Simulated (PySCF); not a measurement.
# CF4: frequency calculation

CF4, computed with RKS-based PBE0, C def2-TZVP, F def2-TZVP; non-relativistic Hamiltonian; density fitting (PySCF 2.14.0).

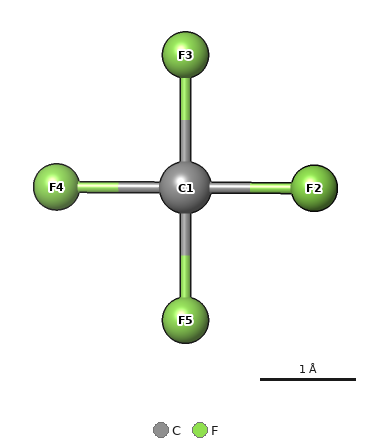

The structure (ball-and-stick view, seen at a tilt; atoms are numbered from 1 in the order of the input). Bond lengths as drawn: C–F 1.40 Å.

Key numbers:

```csv
quantity,value
outcome,converged
total energy,−437.070586 hartree
HOMO,−10.79 eV
LUMO,−3.58 eV
zero-point energy,0.014464 hartree
dipole moment,0.00 D
"wavenumbers, lowest and highest",373i and 975 cm⁻¹
hardware,"4 threads of AMD EPYC (Zen 5), 16 GiB of memory available, shared host"
wall time,11 s (CPU time 44 s)
peak memory,1.8 GiB
```

The input:
```python
from pyscf import gto, scf, dft
mol = gto.M(atom='''
C     -0.000000     0.000000     0.000000
F      1.396677     0.000000     0.000000
F      0.000000     1.396677     0.000000
F     -1.396677    -0.000000     0.000000
F     -0.000000    -1.396677     0.000000''',
    basis={'C': 'def2-TZVP', 'F': 'def2-TZVP'},
    charge=0, spin=0)
mf = dft.RKS(mol, xc='PBE0')
mf.grids.atom_grid = (75, 302)
aux = {'C': 'def2-universal-JKFIT', 'F': 'def2-universal-JKFIT'}
mf = mf.density_fit(auxbasis=aux)
mf.conv_tol = 1e-09
mf.diis_space = 10
mf.max_cycle = 60
mf.verbose = 4
mf.kernel()
```

The script is an equivalent of the set-up of the self-consistent field. The run itself was carried out by a driver, which started from the orbitals of the step before it where there was one and computed the further properties.

Run as:
```bash
OMP_NUM_THREADS=4 python axn.py task.json out
```

The program's output:
```
init E= -437.070585757188
  HOMO = -0.396535587012856  LUMO = -0.131595894491891  gap/eV = 7.20938
cycle= 1 E= -437.070585757188  delta_E= 5.68e-13  |g|= 2.21e-06  |ddm|= 1.89e-06
  HOMO = -0.396535584303017  LUMO = -0.131596525877779  gap/eV = 7.20936
Extra cycle  E= -437.070585757187  delta_E= 1.02e-12  |g|= 3.56e-06  |ddm|= 2.52e-06
converged SCF energy = -437.070585757187
```

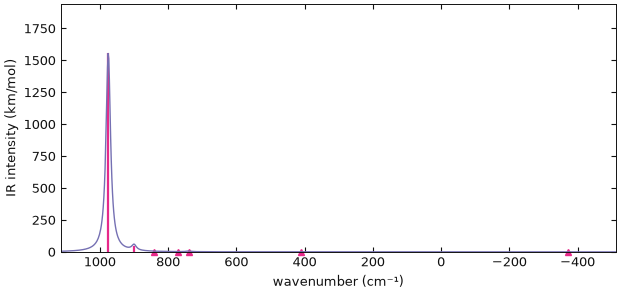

Harmonic infrared spectrum, unscaled: sticks (degenerate modes added up, dark ones marked on the axis) with a Lorentzian envelope of 16 cm⁻¹ full width, scaled to the tallest stick; imaginary modes are drawn at negative wavenumbers. 9 modes from 373i to 975 cm⁻¹, 1 imaginary beyond 8i (373i cm⁻¹): a first-order saddle point, if the geometry is stationary. The strongest line is at 975 cm⁻¹ (1554 km/mol). All modes, in cm⁻¹ (km/mol): 373i (0.0), 411 (0.0), 738 (3.0), 738 (3.0), 772 (0.0), 840 (0.0), 900 (44), 975 (777), 975 (777).
